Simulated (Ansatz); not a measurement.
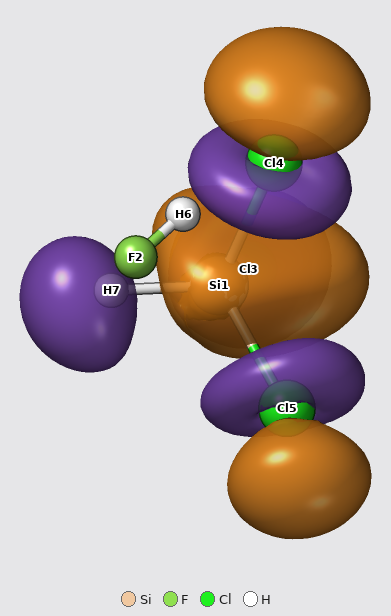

Cl₃HSi···HF. The LUMO at ±0.08 Å⁻³ᐟ² (orange and purple are the two phases), seen at an oblique angle.

The product side of a reaction path; geometry: PBE0-D4/def2-TZVP.

The calculation used RKS PBE0-D4/def2-TZVPP in Ansatz.

```csv
atom,x (Å),y (Å),z (Å)
Si,-0.2045,-0.6659,-0.5697
F,0.9181,2.1531,1.0385
Cl,-0.4438,-2.5384,-1.3060
Cl,-0.1925,-0.7850,1.4799
Cl,-1.7468,0.5079,-1.1466
H,0.5959,1.4315,1.5212
H,1.0736,-0.1034,-1.0173
```

Question: Describe this orbital and give its energy.

Answer: It lies mainly on Si1 (about 35 %), Cl4 (about 25 %), Cl5 (about 20 %), Cl3 (about 15 %) and H7 (about 5 %). Its energy is −0.31 eV.
